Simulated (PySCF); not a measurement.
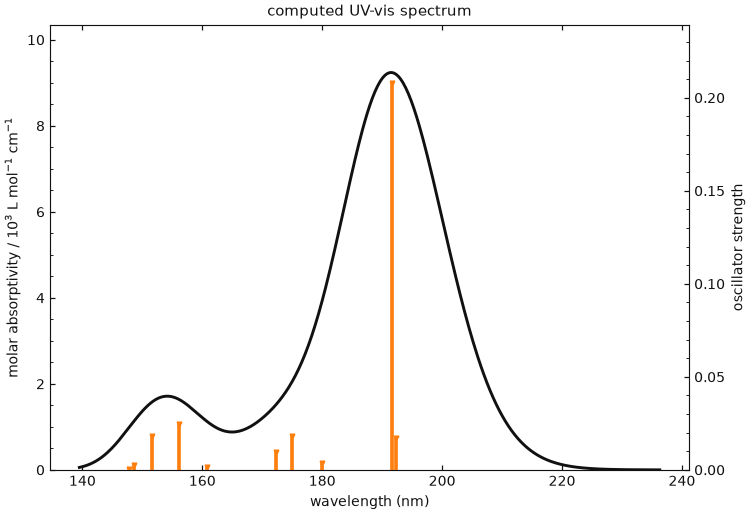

Computed absorption of C₄H₅F₃O₂Si, SMILES FC(F)=C(F)[SiH]1OCCO1. Vertical TDDFT excitations, CAM-B3LYP/def2-SVPD in PySCF, at a PBE0-D3(BJ)/def2-SVP geometry (no frequency check), gas phase. Only the first 10 singlet excitations are included; each is broadened by a Gaussian of 1/e half-width 0.40 eV. Sticks give oscillator strengths (right axis).

Question: Does any vertical transition fall in the visible?

Answer: No singlet lies below 3.1 eV (beyond 400 nm), so at this level no vertical transition falls in the visible.

Question: Where is the lowest singlet, and is it bright?

Answer: S1 lies at 6.45 eV (192 nm) with f = 0.017, mainly HOMO → LUMO+2 (75 %) (S2 lies within 0.06 eV, too close to order); it is weak.

Question: List the transitions behind the spectrum.

Answer:
| state | E (eV) | λ (nm) | f | main character |
| --- | --- | --- | --- | --- |
| S1 | 6.45 | 192 | 0.017 | HOMO → LUMO+2 (75 %) |
| S2 | 6.47 | 192 | 0.208 | HOMO → LUMO (92 %) |
| S3 | 6.89 | 180 | 0.004 | HOMO−2 → LUMO (88 %) |
| S4 | 7.08 | 175 | 0.018 | HOMO−1 → LUMO (91 %) |
| S5 | 7.19 | 172 | 0.010 | HOMO → LUMO+1 (75 %) |
| S6 | 7.71 | 161 | 0.002 | HOMO−1 → LUMO+1 (56 %) |
| S7 | 7.94 | 156 | 0.025 | HOMO−2 → LUMO+2 (50 %) |
| S8 | 8.18 | 152 | 0.018 | HOMO−3 → LUMO (91 %) |
| S9 | 8.34 | 149 | 0.003 | HOMO−1 → LUMO+4 (17 %) |
| S10 | 8.39 | 148 | 0.000 | HOMO−4 → LUMO (91 %) |

Note: one conformer of a flexible molecule; core orbitals are frozen in the response.
